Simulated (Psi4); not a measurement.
**C2H2F (SMILES C=[C]F) at UM06-L/6-31G(d) (spherical functions, sweep point 7)**

Aim: the vertical electron affinity of C2H2F at UM06-L/6-31G* (spherical functions, sweep point 7), from 2 runs. The job is set up through a Python script.

Program for the calculation: Psi4 1.11.

**1. The molecule**

The species is C2H2F (5 atoms), typed as a doublet with charge 0. As SMILES, `C=[C]F`. The coordinates come from a PBE0-D4/def2-TZVP relaxation.

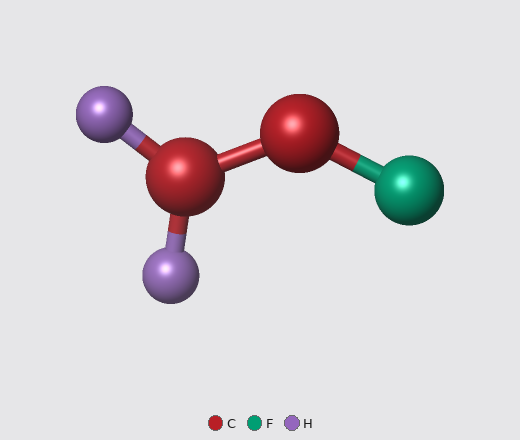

The structure, seen from a chosen angle (carbon red, fluorine teal, hydrogen purple).

**2. A single-point energy at UM06-L/6-31G(d) (spherical functions, sweep point 7)**

File run.py:

```python
import psi4

psi4.set_memory(1600000000)
psi4.set_num_threads(1)
psi4.set_output_file('c2h2f.out', False)

molecule = psi4.geometry("""
0 2
C      0.488200    -0.200400     0.008400
C     -0.592700     0.393700     0.447100
F     -1.725600     0.629500    -0.148900
H      0.534700    -0.590400    -1.005400
H      1.345200    -0.306200     0.657500
symmetry c1
""")

psi4.set_options({
    'basis': '6-31G*',
    'reference': 'uks',
    'puream': True,
    'scf_type': 'pk',
    'dft_radial_points': 150,
    'dft_spherical_points': 974,
    'maxiter': 150,
})

energy_value, wavefunction = psi4.energy("m06-l", return_wfn=True)
print(f'total energy {energy_value:.8f} hartree = {energy_value * 27.211386:.5f} eV')
for k, v in sorted(psi4.core.scalar_variables().items()):
    print(f'{k:45s} {v:18.10f}')
```

The run is started by

```bash
$ python run.py
```

c2h2f.out:

```text
Psi4 1.11 release

   => Loading Basis Set <=

    Name: 6-31G*
    Role: ORBITAL
    Keyword: BASIS

         ---------------------------------------------------------
                                   SCF
                              UKS Reference
                        1 Threads,   1525 MiB Core
         ---------------------------------------------------------

  ==> Geometry <==

    Molecular point group: c1
    Full point group: C1

    Geometry (in Angstrom), charge = 0, multiplicity = 2:

[... 86 lines left out ...]
    Weights Tolerance      =       1.00E-15
[... 51 lines left out ...]
   @UKS iter   2:  -176.72089105696344    2.08929e-01   1.73561e-02 DIIS/ADIIS
[... 3 lines left out ...]
   @UKS iter   6:  -177.10762773880879   -1.46078e-04   1.59474e-04 DIIS/ADIIS
[... 3 lines left out ...]
   @UKS iter  10:  -177.10767949517714   -1.27135e-07   1.74896e-06 DIIS
[... 11 lines left out ...]
   @S^2 Expected:                7.500000000E-01
[... 38 lines left out ...]
    Final Occupation by Irrep:
[... 12 lines left out ...]
    Two-Electron Energy =                 147.0099139607288237
[... 3 lines left out ...]
    Total Energy =                       -177.1076795071352876
[... 1 line left out ...]
  UHF NO Occupations:
  HONO-2 :   10  A 1.9991593
  HONO-1 :   11  A 1.9936755
  HONO-0 :   12  A 1.0000000
  LUNO+0 :   13  A 0.0063245
  LUNO+1 :   14  A 0.0008407
  LUNO+2 :   15  A 0.0001232
  LUNO+3 :   16  A 0.0000881

Computation Completed

Properties will be evaluated at   0.000000,   0.000000,   0.000000 [a0]

Properties computed using the SCF density matrix

 Multipole Moments:

 ------------------------------------------------------------------------------------
     Multipole            Electronic (a.u.)      Nuclear  (a.u.)        Total (a.u.)
 ------------------------------------------------------------------------------------

 L = 1.  Multiply by 2.5417464519 to convert [e a0] to [Debye]
 Dipole X            :         -3.7973361            4.0554146            0.2580784
 Dipole Y            :          1.5864934           -1.7111878           -0.1246944
 Dipole Z            :          0.1750176           -0.2330006           -0.0579830
 Magnitude           :                                                    0.2924298

 ------------------------------------------------------------------------------------

	total time  =         35 seconds =       0.58 minutes
```

On the terminal:

```text
total energy -177.10767951 hartree = -4819.34543 eV
CURRENT ENERGY                                   -177.1076795071
CURRENT REFERENCE ENERGY                         -177.1076795071
DD SOLVATION ENERGY                                 0.0000000000
DFT FUNCTIONAL TOTAL ENERGY                      -177.1076795071
DFT TOTAL ENERGY                                 -177.1076795071
DFT VV10 ENERGY                                     0.0000000000
DFT XC ENERGY                                     -21.9979662243
GRID ELECTRONS ALPHA                               12.0000000042
GRID ELECTRONS BETA                                11.0000000040
GRID ELECTRONS TOTAL                               23.0000000082
NUCLEAR REPULSION ENERGY                           60.9611397391
ONE-ELECTRON ENERGY                              -363.0807669826
PCM POLARIZATION ENERGY                             0.0000000000
PE ENERGY                                           0.0000000000
SCF ITERATION ENERGY                             -177.1076795071
SCF ITERATIONS                                     11.0000000000
SCF TOTAL ENERGY                                 -177.1076795071
TWO-ELECTRON ENERGY                               147.0099139607
XC GRID RADIAL POINTS                             150.0000000000
XC GRID SPHERICAL POINTS                          974.0000000000
XC GRID TOTAL POINTS                           688876.0000000000
```

Run time: 36 s. Hardware: 1 thread of Intel Xeon 6975P-C (Granite Rapids), shared host; peak memory 1.3 GiB.

**3. The singlet anion at the same level**

File c2h2f.py:

```python
import psi4

psi4.set_memory(1600000000)
psi4.set_num_threads(1)
psi4.set_output_file('psi4.out', False)

geom = psi4.geometry("""
-1 1
C      0.488200    -0.200400     0.008400
C     -0.592700     0.393700     0.447100
F     -1.725600     0.629500    -0.148900
H      0.534700    -0.590400    -1.005400
H      1.345200    -0.306200     0.657500
symmetry c1
""")

psi4.set_options({
    'basis': '6-31G*',
    'puream': True,
    'scf_type': 'pk',
    'dft_radial_points': 150,
    'dft_spherical_points': 974,
})

e = psi4.energy("M06-L")
print('E =', round(e, 9))
```

The run is started by

```bash
$ python c2h2f.py
```

psi4.out:

```text
Psi4 1.11 release

   => Loading Basis Set <=

    Name: 6-31G*
    Role: ORBITAL
    Keyword: BASIS

         ---------------------------------------------------------
                                   SCF
                              RKS Reference
                        1 Threads,   1525 MiB Core
         ---------------------------------------------------------

  ==> Geometry <==

    Molecular point group: c1
    Full point group: C1

    Geometry (in Angstrom), charge = -1, multiplicity = 1:

[... 86 lines left out ...]
    Weights Tolerance      =       1.00E-15
[... 50 lines left out ...]
   @RKS iter   1:  -176.78704032143636   -4.53310e-02   1.57528e-02 DIIS/ADIIS
[... 2 lines left out ...]
   @RKS iter   4:  -177.08464262848423   -3.38342e-03   1.27605e-03 DIIS/ADIIS
[... 2 lines left out ...]
   @RKS iter   7:  -177.08612576856009   -1.55904e-05   1.61984e-05 DIIS
[... 2 lines left out ...]
  Energy and wave function converged.
[... 35 lines left out ...]
    Nuclear Repulsion Energy =             60.9611397391151542
[... 2 lines left out ...]
    DFT Exchange-Correlation Energy =     -22.3412987931643201
[... 2 lines left out ...]
    Total Energy =                       -177.0861261642329794
[... 1 line left out ...]
Computation Completed

Properties will be evaluated at   0.000000,   0.000000,   0.000000 [a0]

Properties computed using the SCF density matrix

 Multipole Moments:

 ------------------------------------------------------------------------------------
     Multipole            Electronic (a.u.)      Nuclear  (a.u.)        Total (a.u.)
 ------------------------------------------------------------------------------------

 L = 1.  Multiply by 2.5417464519 to convert [e a0] to [Debye]
 Dipole X            :         -4.7319136            4.0554146           -0.6764990
 Dipole Y            :          1.7672982           -1.7111878            0.0561105
 Dipole Z            :         -0.3541167           -0.2330006           -0.5871173
 Magnitude           :                                                    0.8974998

 ------------------------------------------------------------------------------------

	total time  =         17 seconds =       0.28 minutes
```

Standard output:

```text
E = -177.086126164
```

It took 18 s on 1 thread of Intel Xeon 6975P-C (Granite Rapids), shared host; peak memory 1.3 GiB.

**4. Outcome**

Level: UM06-L/6-31G* (spherical functions, sweep point 7).

| quantity | value |
| --- | --- |
| doublet C2H2F: total energy | -177.10768 Eh |
| doublet C2H2F: dipole moment | 0.74 D |
| doublet C2H2F: HOMO energy (highest over α and β) | -6.00 eV |
| doublet C2H2F: LUMO energy (lowest over α and β) | -2.53 eV |
| doublet C2H2F: ⟨S²⟩ | 0.765 |
| singlet anion: total energy | -177.08613 Eh |
| singlet anion: HOMO energy | 4.45 eV |
| singlet anion: LUMO energy | 8.47 eV |
| singlet anion: HOMO–LUMO gap | 4.02 eV |
| vertical electron affinity (to the singlet anion) | -0.586 eV |

In words: The anion lies 0.59 eV (13.5 kcal/mol) above the neutral: the electron isn't bound at this level, and such a value depends on the basis. Without diffuse functions anions come out too high. The HOMO of this anion lies above zero, so its frontier levels hang on the basis. The HOMO (singlet anion) lies at positive energy, 4.45 eV, as semi-local functionals often give for anions: either the electron is unbound or self-interaction and a compact basis push the level up; values depend on the basis.
